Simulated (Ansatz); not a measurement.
The compound is BiB (space group P6_3/mmc, No. 194), taken as the geometry relaxed with DFT, r2SCAN, plane waves, PAW (Ansatz); the starting structure was generated, so it need not be a known form of this composition.

```xyz
4
Lattice="3.7742 0.0000 0.0000 -1.8871 3.2685 0.0000 0.0000 0.0000 6.0627" Properties=species:S:1:pos:R:3 pbc="T T T"
B     0.0000    0.0000    0.0000
B     0.0000    0.0000    3.0314
Bi    0.0000    2.1790    1.5157
Bi    1.8871    1.0895    4.5470
```

Bonds are taken as B–Bi below 3 Å. Atoms with one bond or none are removed and atoms with two bonds are replaced by edges, until no such atom is left.

What net does this leave?

The result is a binodal (6,6)-connected, three-periodic net: Bi is a 6-connected node; B is a 6-connected node, in the ratio 1:1. It is the nia net, known from NiAs. It is a single net, without interpenetration.

```
node  links  point symbol  coordination sequence
  Bi      6       4^9.6^6         6 18 42 74 114
   B      6      4^12.6^3         6 20 42 74 114
```

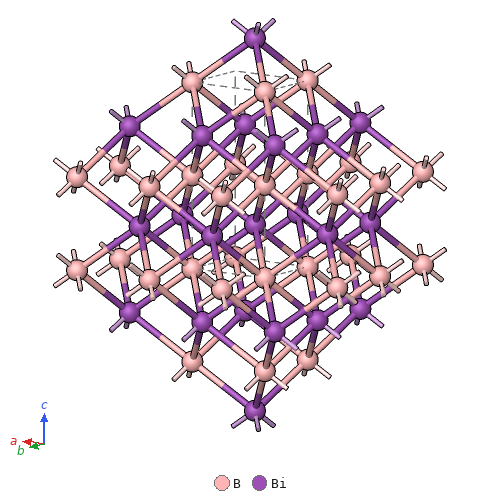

Nodes are coloured by element. Edges to nodes outside the piece are drawn as stubs.
